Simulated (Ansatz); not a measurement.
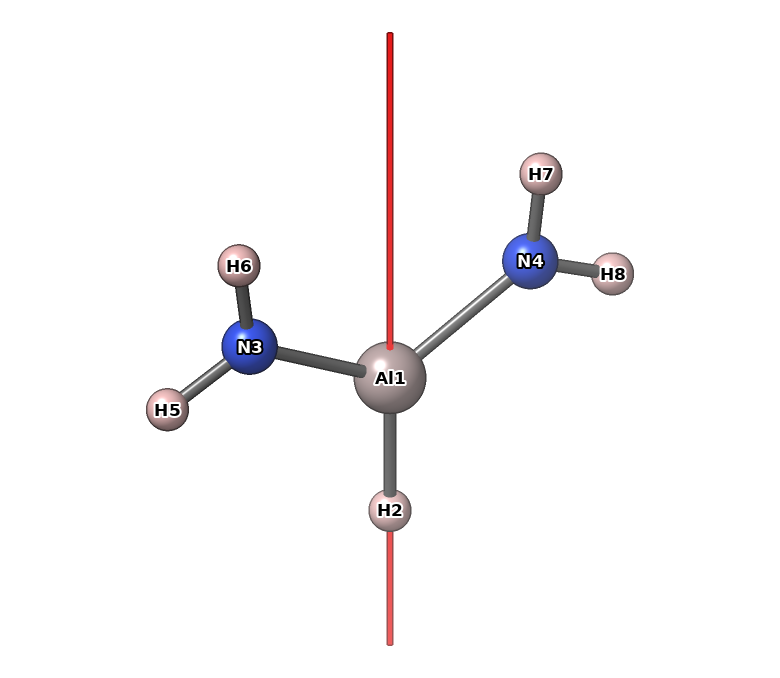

A line through the centre of mass is drawn in. Distant atoms are faded towards the background colour. The computed structure is the end point of a PBE0-D4/def2-TZVP optimisation.

> Is the line a proper rotation axis of the structure, and of what order?

Yes, a C2 axis. A turn by 180° leaves Al1, H2 in place and moves N3 ↔ N4; H5 ↔ H8; H6 ↔ H7. The point group is C2v.
